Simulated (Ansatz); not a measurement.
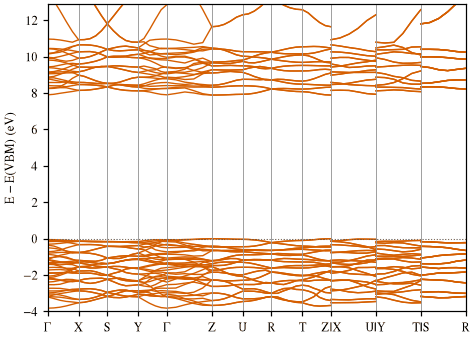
Figure: Band structure from the program Ansatz at the PBEsol level (PAW)

The gap is 7.89 eV; an edge lies off the plotted path or next to a special point (maximum off the standard path, minimum on the Γ–Z line, 96 % of the way from Γ).

The material is YF3 in space group Pnma (No. 62; Y on 4c, F on 8d, F on 4c).

The workflow started from a Materials Project entry (that database holds measured and hypothetical structures alike); the Crystallography Open Database files this formula in space group No. 62, but the cells were not matched. Whether it is the stable phase at ambient conditions was not checked. Symmetry was held in the PBEsol relaxation; of distortions, only those at the zone centre were tested. The run is not spin-polarised. Spin–orbit coupling is left out wherever it is not named.

Potentials: the later of the program's two PAW sets.
